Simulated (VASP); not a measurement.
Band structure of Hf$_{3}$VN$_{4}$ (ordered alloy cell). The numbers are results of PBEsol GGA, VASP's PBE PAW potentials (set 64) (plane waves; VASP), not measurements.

Unless said otherwise, spin-orbit coupling is left out, though it shifts the bands of the heavy elements here.

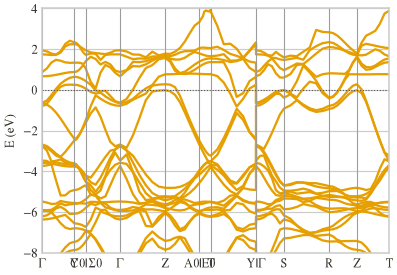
Bands along high-symmetry lines, zero at the valence-band maximum or, without a gap, the Fermi level

**Question.** Read the plot: is there a gap, and where are the band edges?

**Answer.** It has no gap at this level: it comes out as a metal or semimetal. (Edges off the drawn lines would not show.)

The structure was generated: Hf3VN4 was put into an ordered model structure (Cmmm), which need not be its known phase. It was relaxed first. The run is not spin-polarised, so no magnetic state was tried. The electron count is odd and the run is not spin-polarised, which forces a metal.
